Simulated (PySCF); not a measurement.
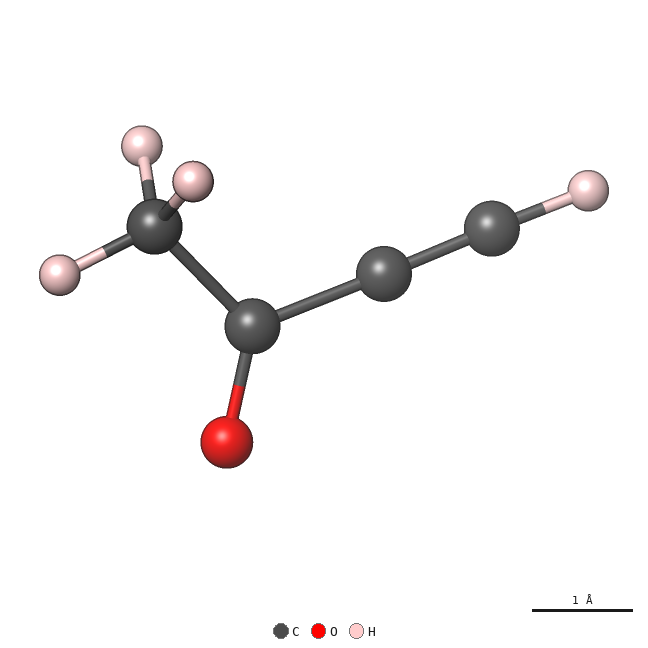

A ball-and-stick model of a molecule.

Describe the molecule.

It has 9 atoms: 4 carbon, 4 hydrogen and 1 oxygen (C4H4O). As SMILES it reads `C#CC(C)=O`. It has no ring. Among its groups: ketone, alkyne. The point group is Cs. Coordination: 2 C linear; 1 C trigonal planar; 1 C tetrahedral.

More results for the same structure follow; atom numbers are the same in all pictures, views and colours differ. Computed geometry: PBE0-D3(BJ)/def2-TZVP optimisation. No frequency run is at hand to confirm it as a minimum.

## Electronic properties

No frequency run is at hand to confirm it as a minimum. Properties computed with B97-2/pcSseg-2, gas phase (PySCF 2.14.0).

Give the dipole moment at this level.

3.11 D.

Give the LUMO energy (Kohn–Sham orbital) at this level.

−1.83 eV.

What is the HOMO energy (Kohn–Sham orbital)?

−7.61 eV.

## Charges

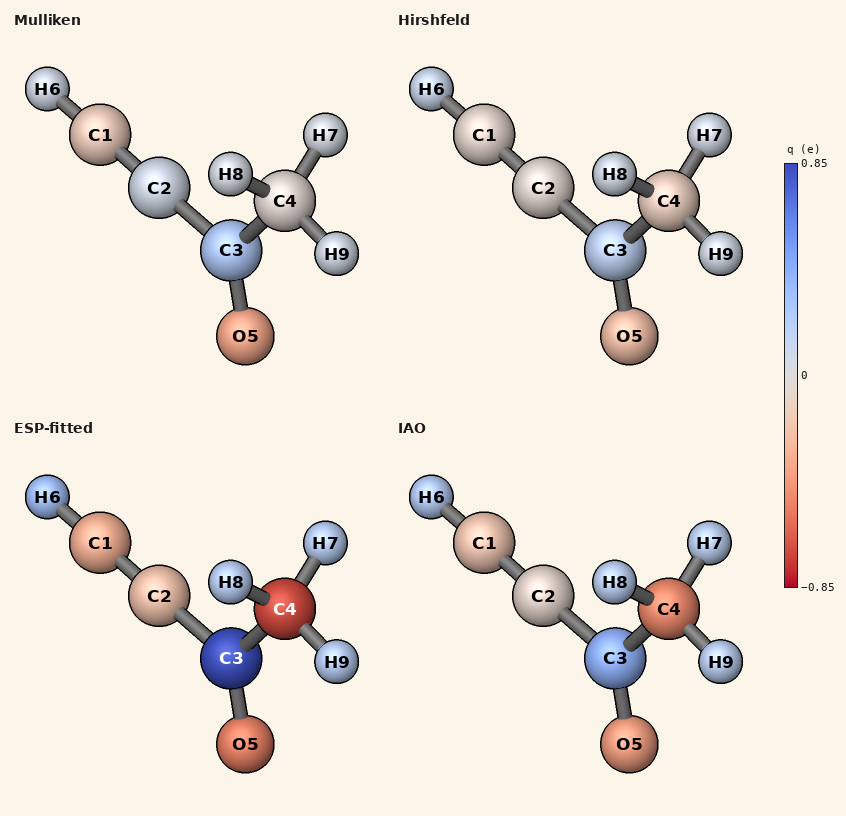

Atomic charges of one calculation by 4 schemes, on one colour scale. No frequency run is at hand to confirm it as a minimum. Level of theory: PBE0/pcSseg-2 (PySCF 2.14.0).

Which scheme gives the most polar picture (largest mean size of the charges)?

The ESP-fitted charges are the largest in size here, and the Hirshfeld charges the smallest.

On which atom do the schemes disagree most?

On C3 (from 0.17 to 0.83 e); C4 (from −0.70 to −0.04 e).

List the charges (e), one line for each set of equivalent atoms.

| atom | Mulliken | Hirshfeld | ESP-fitted | IAO |
| --- | --- | --- | --- | --- |
| C1 | −0.14 | −0.07 | −0.30 | −0.18 |
| C2 | 0.07 | −0.04 | −0.20 | −0.07 |
| C3 | 0.24 | 0.17 | 0.83 | 0.39 |
| C4 | −0.04 | −0.12 | −0.70 | −0.48 |
| O5 | −0.35 | −0.23 | −0.51 | −0.39 |
| H6 | 0.07 | 0.11 | 0.30 | 0.21 |
| H7, H8 | 0.04 | 0.06 | 0.19 | 0.17 |
| H9 | 0.07 | 0.06 | 0.19 | 0.17 |

## Quadrupole coupling

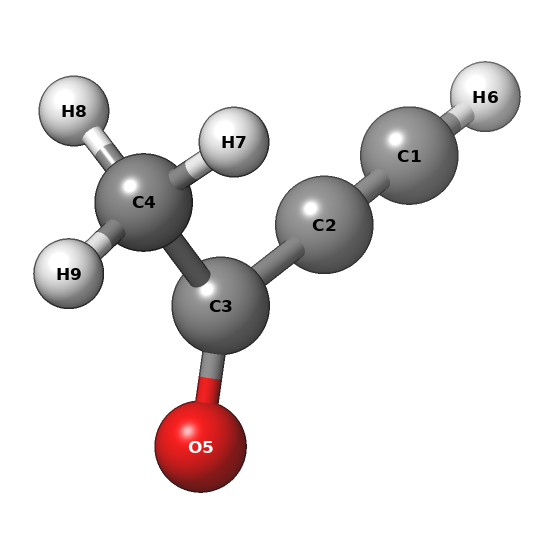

No frequency run is at hand to confirm it as a minimum. Electric field gradients from the ground-state density, PBE0/pcSseg-2 (PySCF 2.14.0), non-relativistic apart from any core potentials.

Give the largest field-gradient component, the quadrupole coupling constant and the asymmetry for 17O at O5 (Q = −25.6 mb).

| atom | V_zz (a.u.) | e²qQ/h (MHz) | η |
| --- | --- | --- | --- |
| O5 | −2.054 | 12.35 | 0.49 |

## Bond orders

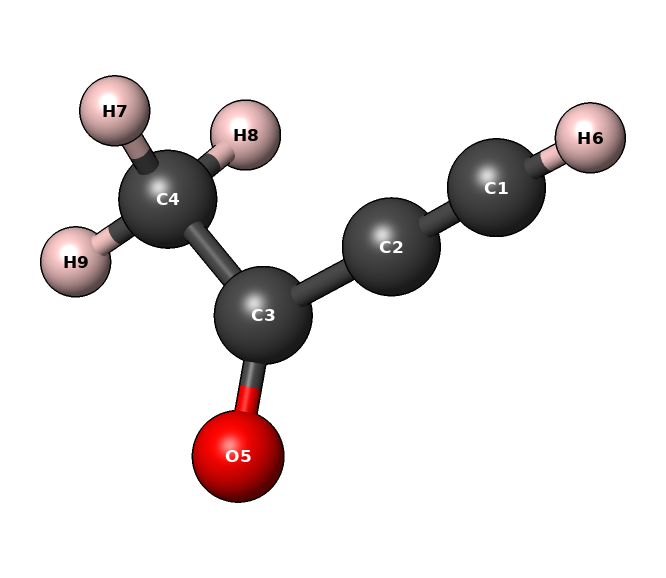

Every bond is drawn as one stick. No frequency run is at hand to confirm it as a minimum. Level of theory: PBE0/pcSseg-2 (PySCF 2.14.0).

Which bond has the highest Mayer bond order?

C1–C2, 2.70, at a length of 1.201 Å.

List the Mayer bond orders of C1–C2, C1–H6, C2–C3, C3–C4, C3–O5, C4–H7, C4–H9 (one bond of each equivalent set).

```csv
bond,Mayer order,length (Å)
C1–C2,2.70,1.201
C1–H6,1.09,1.065
C2–C3,1.05,1.455
C3–C4,0.99,1.500
C3–O5,1.96,1.206
C4–H7,0.97,1.093
C4–H9,1.00,1.088
```

Mulliken values depend strongly on the basis set and can even reverse the polarity of a bond.
